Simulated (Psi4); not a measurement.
Property calculation, with input and output: GeH3Br

The run: property calculation of GeH3Br. Method and program: PBE/def2-TZVP, RKS (Psi4 1.11).

The geometry comes from this level: PBE0-D4/def2-TZVP.

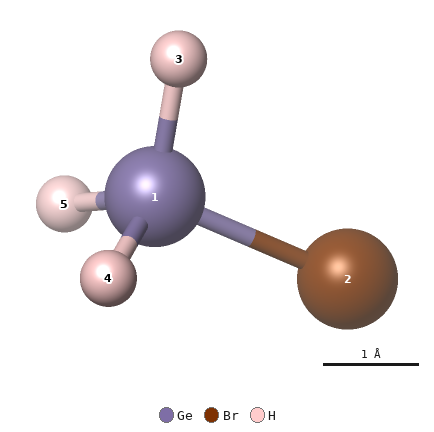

**Figure 1.** The structure (ball-and-stick view, seen at a tilt; atoms are numbered from 1 in the order of the input). Sticks mark near contacts. Bond lengths as drawn: Br–Ge 2.31 Å and Ge–H 1.53 Å.

## Key numbers

| quantity | value |
| --- | --- |
| outcome | converged |
| total energy | −4652.284942 hartree |
| basis functions | 114 |
| HOMO | −6.99 eV |
| LUMO | −1.51 eV |
| dipole moment | 1.78 D |
| hardware | 1 thread of Intel Xeon @ 2.70GHz, 189 GiB of memory available, shared host |
| wall time | 8.4 s |
| peak memory | 0.58 GiB |

## Notes

Settings chosen away from the usual ones: grid set to [25, 50] (from [15, 26]). These settings are looser than, or depart from, a standard set-up, so the numbers are not reference values for this system.

## Input (calc.in)
```
memory 1600 mb

molecule geom {
  Ge     0.139040     0.013690    -0.129150
  Br    -1.548450    -0.152490     1.438270
  H      0.128210     1.452190    -0.655100
  H     -0.172230    -0.995930    -1.238090
  H      1.453450    -0.317450     0.584070
  symmetry c1
}

set basis def2-TZVP
set reference rks
set puream true
set scf_type pk
set dft_radial_points 25
set dft_spherical_points 50

e, wfn = energy('pbe', return_wfn=True)
oeprop(wfn, 'DIPOLE', 'QUADRUPOLE', 'MULLIKEN_CHARGES', 'LOWDIN_CHARGES')
```

Run as:
```bash
psi4 -n 1 calc.in calc.out
```

## Log
```
Psi4 1.11 release

   => Loading Basis Set <=

    Name: DEF2-TZVP
    Role: ORBITAL
    Keyword: BASIS

         ---------------------------------------------------------
                                   SCF
                              RKS Reference
                        1 Threads,   1525 MiB Core
         ---------------------------------------------------------

  ==> Geometry <==

    Molecular point group: c1
    Full point group: C1

    Geometry (in Angstrom), charge = 0, multiplicity = 1:

       Center              X                  Y                   Z               Mass
    ------------   -----------------  -----------------  -----------------  -----------------
         GE           0.848012926422     0.083510168036    -0.787674471425    73.921177761000
         BR          -0.839477073578    -0.082669831964     0.779745528575    78.918337600000
         H            0.837182926422     1.522010168036    -1.313624471425     1.007825032230
         H            0.536742926422    -0.926109831964    -1.896614471425     1.007825032230
         H            2.162422926422    -0.247629831964    -0.074454471425     1.007825032230

  Running in c1 symmetry.

  Rotational constants: A =      2.60402  B =      0.07849  C =      0.07849 [cm^-1]
  Rotational constants: A =  78066.52395  B =   2353.03063  C =   2353.03058 [MHz]
  Nuclear repulsion =  308.239791612824945

  Charge       = 0
  Multiplicity = 1
  Electrons    = 70
  Nalpha       = 35
  Nbeta        = 35

  ==> Algorithm <==

  SCF Algorithm Type is PK.
  DIIS enabled.
  MOM disabled.
  Fractional occupation disabled.
  Guess Type is SAD.
  Energy threshold   = 1.00e-06
  Density threshold  = 1.00e-06
  Integral threshold = 1.00e-12

  ==> Primary Basis <==

  Basis Set: DEF2-TZVP
    Blend: DEF2-TZVP
    Number of shells: 44
    Number of basis functions: 114
    Number of Cartesian functions: 128
    Spherical Harmonics?: true
    Max angular momentum: 3

  ==> DFT Potential <==

   => LibXC <=

    Version 7.1.2

   => Composite Functional: PBE <=

    PBE GGA Exchange-Correlation Functional

    Deriv               =              1
    GGA                 =           TRUE
    Meta                =          FALSE

    Exchange Hybrid     =          FALSE
    MP2 Hybrid          =          FALSE

   => Exchange Functionals <=

    1.0000     XC_GGA_X_PBE

   => Correlation Functionals <=

    1.0000     XC_GGA_C_PBE

   => LibXC Density Thresholds  <==

    XC_GGA_C_PBE:  1.00E-12
    XC_GGA_X_PBE:  1.00E-15

   => Molecular Quadrature <=

    Radial Scheme          =       TREUTLER
    Pruning Scheme         =           NONE
    Nuclear Scheme         =       TREUTLER

    Blocking Scheme        =         OCTREE
    BS radius alpha        =              1
    Pruning alpha          =              1
    Radial Points          =             25
    Spherical Points       =             50
    Total Points           =           6005
    Total Blocks           =             70
    Max Points             =            248
    Max Functions          =            113
    Weights Tolerance      =       1.00E-15

  ==> Integral Setup <==

  Using in-core PK algorithm.
   Calculation information:
      Number of atoms:                   5
      Number of AO shells:              44
      Number of primitives:             95
      Number of atomic orbitals:       128
      Number of basis functions:       114

      Integral cutoff                 1.00e-12
      Number of threads:                 1

  Performing in-core PK
  Using 42974580 doubles for integral storage.
  We computed 427383 shell quartets total.
  Whereas there are 490545 unique shell quartets.

  ==> DiskJK: Disk-Based J/K Matrices <==

    J tasked:                  Yes
    K tasked:                   No
    wK tasked:                  No
    Memory [MiB]:             1127
    Schwarz Cutoff:          1E-12

  Cached 100.0% of DFT collocation blocks in 0.017 [GiB].

  Minimum eigenvalue in the overlap matrix is 7.7467120492E-03.
  Reciprocal condition number of the overlap matrix is 1.6280268714E-03.
    Using symmetric orthogonalization.

  ==> Pre-Iterations <==

  SCF Guess: Superposition of Atomic Densities via on-the-fly atomic UHF (no occupation information).

   -------------------------
    Irrep   Nso     Nmo
   -------------------------
     A        114     114
   -------------------------
    Total     114     114
   -------------------------

  ==> Iterations <==

                        Total Energy        Delta E     RMS |[F,P]|

   @RKS iter SAD: -4647.88709413317429   -4.64789e+03   0.00000e+00
   @RKS iter   1: -4650.16074861590278   -2.27365e+00   3.15383e-02 DIIS/ADIIS
   @RKS iter   2: -4622.87152261738811    2.72892e+01   1.16351e-01 ADIIS
   @RKS iter   3: -4650.77035344585238   -2.78988e+01   2.92989e-02 DIIS/ADIIS
   @RKS iter   4: -4652.27094745712930   -1.50059e+00   1.47741e-03 DIIS/ADIIS
   @RKS iter   5: -4652.26823205923120    2.71540e-03   1.62441e-03 DIIS/ADIIS
   @RKS iter   6: -4652.28463274524711   -1.64007e-02   2.06977e-04 DIIS/ADIIS
   @RKS iter   7: -4652.28492382337117   -2.91078e-04   4.69588e-05 DIIS
   @RKS iter   8: -4652.28494170161503   -1.78782e-05   9.00726e-06 DIIS
   @RKS iter   9: -4652.28494235790822   -6.56293e-07   1.02358e-06 DIIS
   @RKS iter  10: -4652.28494236792540   -1.00172e-08   3.13183e-07 DIIS
  Energy and wave function converged.

  ==> Post-Iterations <==

   Electrons on quadrature grid:
      Ntotal   =   69.9984953772 ; deviation = -1.505e-03

    Orbital Energies [Eh]
    ---------------------

    Doubly Occupied:

       1A   -480.999885     2A   -397.087211     3A    -61.794449
       4A    -55.718874     5A    -55.715812     6A    -55.715807
       7A    -49.189551     8A    -43.811380     9A    -43.809677
      10A    -43.809671    11A     -8.399596    12A     -6.277873
      13A     -6.267967    14A     -6.267952    15A     -5.996865
      16A     -4.217660    17A     -4.212126    18A     -4.212122
      19A     -2.481597    20A     -2.477577    21A     -2.477565
      22A     -2.471169    23A     -2.471078    24A     -1.126162
      25A     -1.122801    26A     -1.122761    27A     -1.119550
      28A     -1.119398    29A     -0.703826    30A     -0.517458
      31A     -0.336445    32A     -0.335940    33A     -0.326688
      34A     -0.256889    35A     -0.256805

    Virtual:

      36A     -0.055642    37A     -0.009667    38A      0.016307
      39A      0.016426    40A      0.132917    41A      0.134622
      42A      0.144318    43A      0.161056    44A      0.165976
      45A      0.167025    46A      0.220256    47A      0.235051
      48A      0.235483    49A      0.265106    50A      0.267123
      51A      0.361916    52A      0.362755    53A      0.382741
      54A      0.406506    55A      0.409796    56A      0.411682
      57A      0.486169    58A      0.507478    59A      0.513939
      60A      0.800685    61A      0.802322    62A      0.823113
      63A      0.827532    64A      0.907547    65A      0.909712
      66A      0.923309    67A      0.951773    68A      0.956017
      69A      1.069785    70A      1.095177    71A      1.100551
      72A      1.144028    73A      1.282142    74A      1.292220
      75A      1.350660    76A      1.351524    77A      1.413618
      78A      1.458998    79A      1.462265    80A      1.463830
      81A      1.489478    82A      1.547394    83A      1.547490
      84A      1.584790    85A      1.686640    86A      1.687297
      87A      1.757505    88A      1.759737    89A      1.770383
      90A      1.865452    91A      1.879532    92A      1.920625
      93A      1.935728    94A      2.225714    95A      2.229873
      96A      2.273518    97A      2.361245    98A      2.506572
      99A      2.508751   100A      2.594688   101A      2.599018
     102A      2.704935   103A      2.810220   104A      2.814798
     105A      3.852497   106A      3.897012   107A      3.903001
     108A      3.977287   109A      3.977620   110A      4.194294
     111A      4.200342   112A      4.512480   113A      5.401962
     114A      7.299584

    Final Occupation by Irrep:
              A
    DOCC [    35 ]
    NA   [    35 ]
    NB   [    35 ]

  @RKS Final Energy: -4652.28494236792540

   => Energetics <=

    Nuclear Repulsion Energy =            308.2397916128249449
    One-Electron Energy =               -7093.2990085246001399
    Two-Electron Energy =                2303.5059760345884570
    DFT Exchange-Correlation Energy =    -170.7317014907381463
    Empirical Dispersion Energy =           0.0000000000000000
    VV10 Nonlocal Energy =                  0.0000000000000000
    Total Energy =                      -4652.2849423679253960

Computation Completed

Properties will be evaluated at   0.000000,   0.000000,   0.000000 [a0]

Properties computed using the SCF density matrix

 Multipole Moments:

 ------------------------------------------------------------------------------------
     Multipole            Electronic (a.u.)      Nuclear  (a.u.)        Total (a.u.)
 ------------------------------------------------------------------------------------

 L = 1.  Multiply by 2.5417464519 to convert [e a0] to [Debye]
 Dipole X            :         -1.9269918            2.4397590            0.5127672
 Dipole Y            :         -0.1899363            0.2402820            0.0503458
 Dipole Z            :          1.7918512           -2.2661274           -0.4742763
 Magnitude           :                                                    0.7002877

 ------------------------------------------------------------------------------------

	total time  =          6 seconds =       0.10 minutes

Properties will be evaluated at   0.000000,   0.000000,   0.000000 [a0]
OEProp: No title given, name of density matrix used for the following properties is 'SCF density'

 Multipole Moments:

 ------------------------------------------------------------------------------------
     Multipole            Electronic (a.u.)      Nuclear  (a.u.)        Total (a.u.)
 ------------------------------------------------------------------------------------

 L = 1.  Multiply by 2.5417464519 to convert [e a0] to [Debye]
 Dipole X            :         -1.9269918            2.4397590            0.5127672
 Dipole Y            :         -0.1899363            0.2402820            0.0503458
 Dipole Z            :          1.7918512           -2.2661274           -0.4742763
 Magnitude           :                                                    0.7002877

 L = 2.  Multiply by 1.3450342976 to convert [e a0^2] to [Debye ang]
 Quadrupole XX       :       -217.9948780          190.4889264          -27.5059516
 Quadrupole XY       :        -17.5554350           17.6295759            0.0741410
 Quadrupole XZ       :        165.5856917         -166.2818058           -0.6961141
 Quadrupole YY       :        -41.4624474           13.2053756          -28.2570718
 Quadrupole YZ       :         16.3122972          -16.3751604           -0.0628632
 Quadrupole ZZ       :       -193.5572672          165.9195341          -27.6377330
 Traceless XX        :        -66.9900138           67.2843143            0.2943005
 Traceless YY        :        109.5424168         -109.9992364           -0.4568197
 Traceless ZZ        :        -42.5524030           42.7149221            0.1625191

 ------------------------------------------------------------------------------------
  Mulliken Charges: (a.u.)
   Center  Symbol    Alpha    Beta     Spin     Total
       1    GE    15.89430 15.89430  0.00000  0.21139
       2    BR    17.64339 17.64339  0.00000 -0.28678
       3     H     0.49012  0.49012  0.00000  0.01976
       4     H     0.49092  0.49092  0.00000  0.01816
       5     H     0.48127  0.48127  0.00000  0.03746

   Total alpha = 35.00000, Total beta = 35.00000, Total charge =  0.00000

  Lowdin Charges: (a.u.)
   Center  Symbol    Alpha    Beta     Spin     Total
       1    GE    15.94505 15.94505  0.00000  0.10990
       2    BR    17.47439 17.47439  0.00000  0.05121
       3     H     0.52720  0.52720  0.00000 -0.05440
       4     H     0.52729  0.52729  0.00000 -0.05458
       5     H     0.52607  0.52607  0.00000 -0.05213

  Total alpha = 35.00000, Total beta = 35.00000, Total charge =  0.00000

    Psi4 run time: 0:00:06.20
```

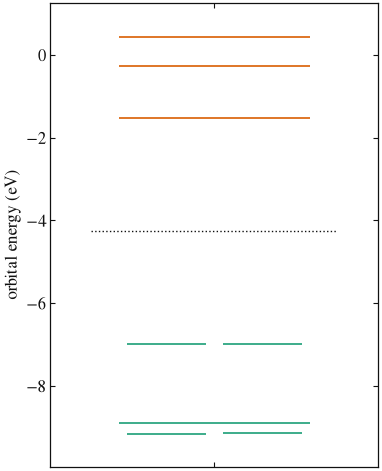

**Figure 2.** Orbital energies near the frontier; the dotted line parts filled from empty levels, and levels within 0.02 eV of each other stand side by side. Highest filled −6.99 eV, lowest empty −1.51 eV, 5.48 eV apart.
